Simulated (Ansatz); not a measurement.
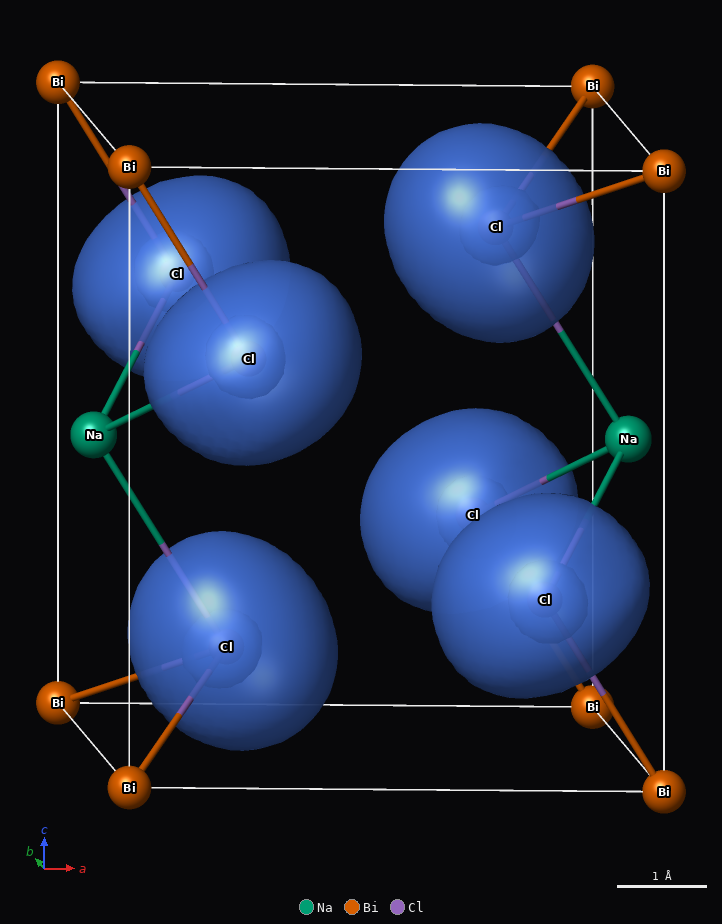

The picture shows: NaBiCl4. Isosurface of the electron localisation function at 0.75 (blue), seen slightly off an axis. Core shells and regions of very low density are left out. Sticks mark near contacts.

Space group P2/m; a structure from a database of computed crystals, not necessarily the ambient phase; started from the CaPbI4-10 prototype, which need not be the ambient phase.

These are results of Ansatz 0.2.0, DFT, PBEsol, plane waves, PAW, not measurements.

Core electrons are frozen (PAW), and the valence fields are smoothed inside the atomic spheres.

> Where are the electrons localised?

At this value the surface marks out four regions wrapped around Cl (the valence shell of each), counted in one cell of 6 atoms. Any copies at cell faces, edges or corners count once. Profiles from the grid: Bi–Cl (2.67 Å): the ELF peaks at about 0.85 in the valence shell of Cl, 0.8 Å from its nucleus, and drops to about 0.25 between the two atoms. Na–Cl (2.77 Å): the ELF peaks at about 0.90 in the valence shell of Cl, 0.8 Å from its nucleus, and falls to about 0 next to Na; a closed-shell, largely ionic contact.
